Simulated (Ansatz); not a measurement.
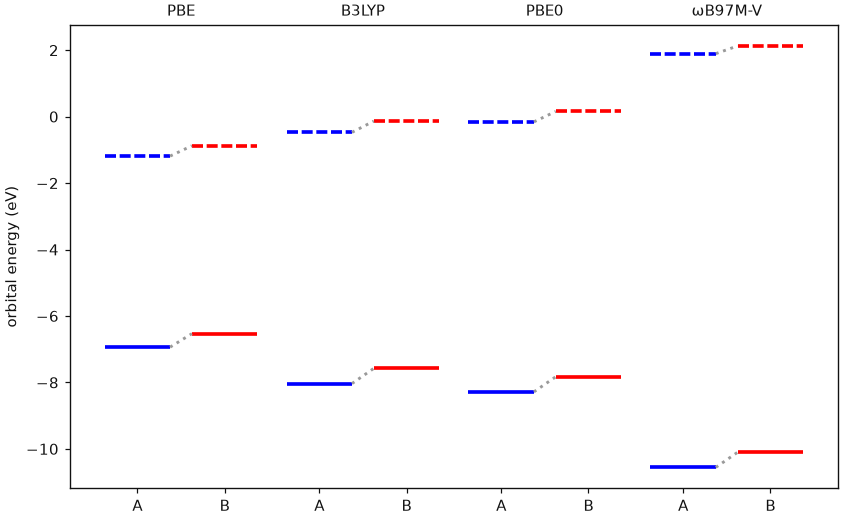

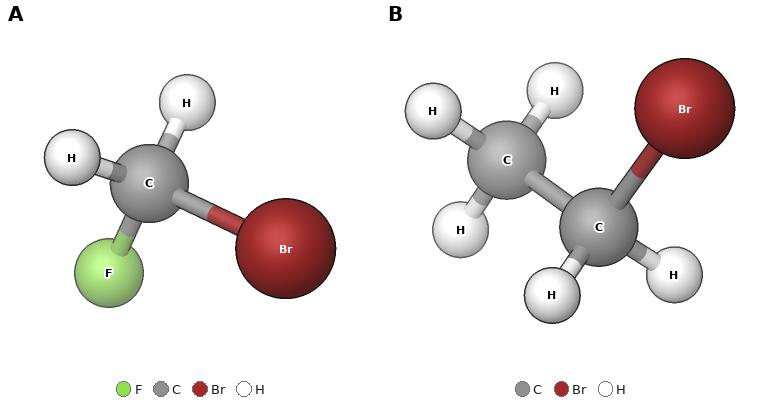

One change: A, CH₂BrF (SMILES FCBr), becomes B, C₂H₅Br (SMILES CCBr). F on C is replaced by CH₃. HOMO (solid) and LUMO (dashed) computed in def2-TZVPP at PBE0-D4/def2-TZVP geometries, both minima by their frequencies, gas phase, the Ansatz code 0.2.0. Empty levels above zero depend strongly on the basis.

**What does the change do to HOMO and LUMO?**

PBE: the HOMO rises by 0.41 eV, the LUMO rises by 0.31 eV, and the separation goes from 5.75 to 5.66 eV. B3LYP: the HOMO rises by 0.46 eV, the LUMO rises by 0.34 eV, and the separation goes from 7.56 to 7.44 eV. PBE0: the HOMO rises by 0.45 eV, the LUMO rises by 0.31 eV, and the separation goes from 8.13 to 7.99 eV. ωB97M-V: the HOMO rises by 0.46 eV, the LUMO rises by 0.23 eV, and the separation goes from 12.45 to 12.23 eV.

**Do the functionals agree on the effect?**

They agree on the direction for both levels; the HOMO shift lies between 0.41 and 0.46 eV and the LUMO shift between 0.23 and 0.34 eV, while the separations themselves differ by up to 6.7 eV between functionals.
